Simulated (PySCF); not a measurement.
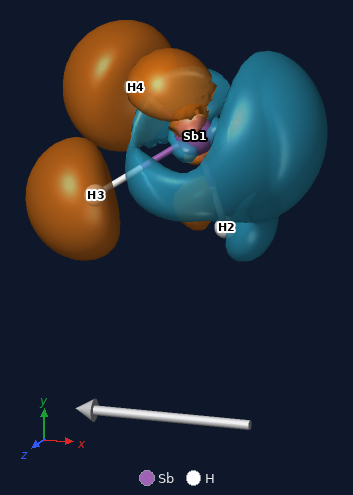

*H$_{3}$Sb, SMILES `[SbH3]`. Change of the electron density in a uniform field of 0.10 V/Å along −x (arrow), surfaces at ±0.0008 e/Å³ (light blue: gain, orange: loss).*

Method: BP86/def2-SVP; geometry: GFN2-xTB; program: PySCF. Core potentials replace the inner electrons of Sb; spin–orbit coupling isn't included. No frequency check shows the geometry to be a minimum. A basis without diffuse functions makes polarisabilities too small. GFN2-xTB bond lengths at metals and heavier atoms can be off by up to 0.1 Å and shapes distorted, which carries into these values.

The field was applied in both directions; the picture shows the one opposite to the script's first.

Q: What dipole is induced, and what polarisability does it imply?

A: The induced dipole is 0.19 D (along the field); α along this axis, from the fields in both directions, is 36 bohr³ (5.4 Å³).

The PySCF run took 7.3 s on 1 thread of Arm Neoverse N1, on a shared host, peak memory 0.2 GiB.
